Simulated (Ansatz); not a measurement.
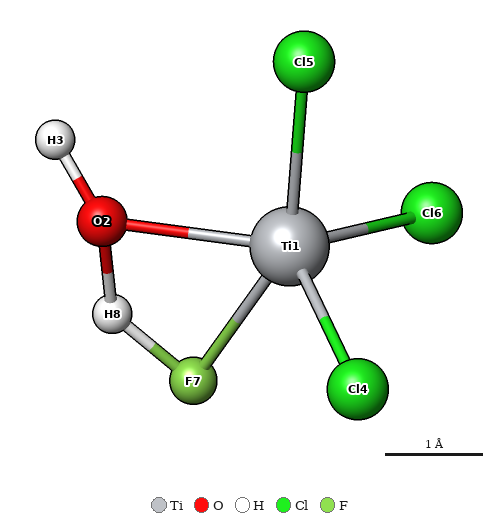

Figure 1. The structure (ball-and-stick view, seen at a tilt; atoms are numbered from 1 in the order of the input). Sticks mark near contacts. Bond lengths as drawn: Cl–Ti 2.18 to 2.21 Å, F–H 1.12 Å, F–Ti 2.10 Å, H–O 0.97 to 1.25 Å and O–Ti 1.96 Å.

**Run report: TiH₂Cl₃OF, frequency calculation**

TiH₂Cl₃OF, computed with RKS PBE-D4/def2-SVP (Ansatz 0.2.0).

It belongs to a series of runs on one base structure; here: vibrations at the highest image of the band. Figures and captions count atoms from 1; the log counts them from 0 in places.

### The input
```yaml
crystal:
  periodic: [false, false, false]
  atoms:
    - { symbol: Ti, position_ang: [0.127858, -0.28226, -0.003033] }
    - { symbol: O, position_ang: [0.052388, -0.106714, 1.94328] }
    - { symbol: H, position_ang: [-0.65602, 0.301463, 2.471282] }
    - { symbol: Cl, position_ang: [1.966273, 0.355459, -0.981434] }
    - { symbol: Cl, position_ang: [-1.188738, 1.478218, -0.183952] }
    - { symbol: Cl, position_ang: [-0.974482, -1.725278, -1.221334] }
    - { symbol: F, position_ang: [1.013177, -1.863459, 1.061133] }
    - { symbol: H, position_ang: [0.592743, -1.233626, 1.890759] }
basis:
  gaussian: { orbitals: def2-SVP }
hamiltonian:
  xc: pbe
  dispersion: d4
phonons: {}
```

Command:
```bash
ansatz run input.yaml --threads 4 --pin off --max-ram 5120MiB --backend cpu --events-out ev --progress --plain --runs-dir out
```

### The program's output
```
Engine: ansatz 0.2.0, aarch64-unknown-linux-gnu
Functional definition: PBE
  parameter kappa = 0.804
  parameter beta = 0.06672455060314922
  exchange = pbe_x(kappa = kappa, mu = beta*pi^2/3)
  correlation = pbe_c(beta = beta)
1372 factors; their error is unknown
mean field evaluation 1: about -65436.6992 eV, gradient 5.9e1 eV
mean field evaluation 2: about -65194.4469 eV, gradient 3.3e2 eV
mean field evaluation 4: about -65389.6941 eV, gradient 1.8e2 eV
mean field evaluation 8: about -65442.7832 eV, gradient 2.7e-2 eV
mean field -65442.72345223 eV, -2404.9757281981 hartree, gradient 1.8e-5 eV, S^2 0.000000; 0 other end points of the search recorded, 0 dependent functions left out
the calculation of the forces begins
reference -65442.72355907 eV, -2404.9757321244 hartree; 46, 46 occupied and 77, 77 virtual orbitals, 1372 factors
these checks for a lower state are left out or cut short: stability, starts, cluster_reference, orbital_swaps, neighbouring_geometries, increment
1372 factors; their error is unknown
mean field evaluation 16: about -65442.7235 eV, gradient 2.3e-4 eV
mean field -65442.72346977 eV, -2404.9757288429 hartree, gradient 1.5e-6 eV, S^2 0.000000; 0 other end points of the search recorded, 0 dependent functions left out
[... from here on the field's lines of each further geometry are left out, up to the last ...]
the calculation of the forces begins
reference -65442.72322561 eV, -2404.9757198702 hartree; 46, 46 occupied and 77, 77 virtual orbitals, 1372 factors
these checks for a lower state are left out or cut short: stability, starts, cluster_reference, orbital_swaps, neighbouring_geometries, increment
1372 factors; their error is unknown
mean field -65442.72372128 eV, -2404.9757380859 hartree, gradient 1.5e-6 eV, S^2 0.000000; 0 other end points of the search recorded, 0 dependent functions left out
the calculation of the forces begins
reference -65442.72382813 eV, -2404.9757420125 hartree; 46, 46 occupied and 77, 77 virtual orbitals, 1372 factors
WARN: phonons: modes at or below zero, which the zero-point energy, F, S and C_V leave out: 1, the lowest at -512.42 cm⁻¹. A minimum has none, and a first-order saddle one
Total energy: -65442.99291349 eV, -2404.9856307170 hartree
Atom 0 at     0.127858    -0.282260    -0.003033 Å, force    -0.003454     0.001304     0.004626 eV/Å
Atom 1 at     0.052388    -0.106714     1.943280 Å, force    -0.003856    -0.010701    -0.002194 eV/Å
Atom 2 at    -0.656020     0.301463     2.471282 Å, force     0.001886     0.003257    -0.000800 eV/Å
Atom 3 at     1.966273     0.355459    -0.981434 Å, force     0.001053    -0.000655    -0.001122 eV/Å
Atom 4 at    -1.188738     1.478218    -0.183952 Å, force     0.001371    -0.000090    -0.000788 eV/Å
Atom 5 at    -0.974482    -1.725278    -1.221334 Å, force    -0.000861     0.001822     0.000722 eV/Å
Atom 6 at     1.013177    -1.863459     1.061133 Å, force     0.006901    -0.001857    -0.000590 eV/Å
Atom 7 at     0.592743    -1.233626     1.890759 Å, force    -0.003040     0.006919     0.000145 eV/Å
Dipole moment:    -0.206535     0.086561     0.536690 e Å
Vibrations: -512.42 54.80 108.38 133.10 152.84 158.40 172.98 300.18 373.63 411.18 459.45 489.39 626.03 695.58 971.01 1133.21 1777.52 3764.52 cm⁻¹, zero-point energy 0.730404 eV
```

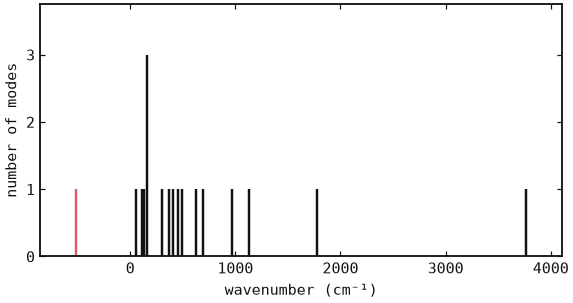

Figure 2. Harmonic vibrational wavenumbers from the force constants; neighbouring modes closer than 19 cm⁻¹ are counted in one stick, and imaginary ones are drawn at negative wavenumbers. 18 modes from 512i to 3765 cm⁻¹, 1 imaginary beyond 8i (512i cm⁻¹): a first-order saddle point, if the geometry is stationary.

### Summary

- outcome: converged
- total energy: −65442.9929 eV
- mean-field energy: −65442.7236 eV
- largest force (length of the vector): 0.012 eV/Å
- hardware: 4 threads of Arm Neoverse V1, 24 GiB of memory available, shared host
- wall time: 59 s (CPU time 3.5 min)
- peak memory: 0.2 GiB
